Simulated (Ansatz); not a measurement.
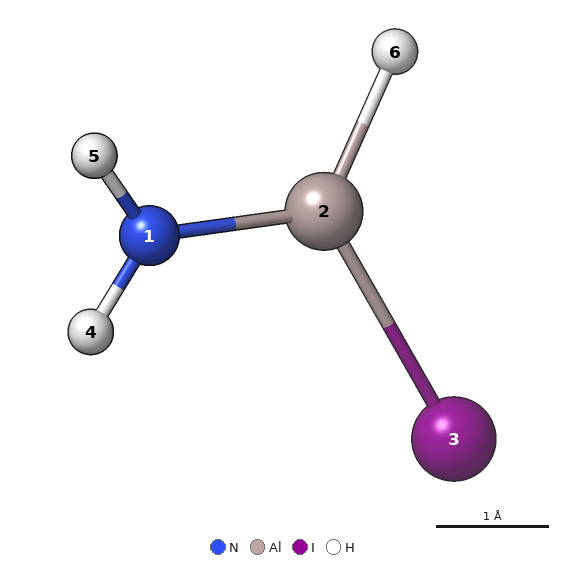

The picture comes from a calculation with Ansatz.

Orthographic view with a scale bar. Geometry: moved along internal coordinates away from the minimum.

Reconstruct the coordinates (Å) as seen: x to the right, y up, z towards the viewer, origin at the mean of the atomic positions.

```xyz
6
AlH3IN
N   -0.91   0.02   0.47
Al   0.65   0.23  -0.31
I    1.81  -1.80  -1.11
H   -1.43  -0.84   0.46
H   -1.40   0.73   0.98
H    1.28   1.66  -0.50
```
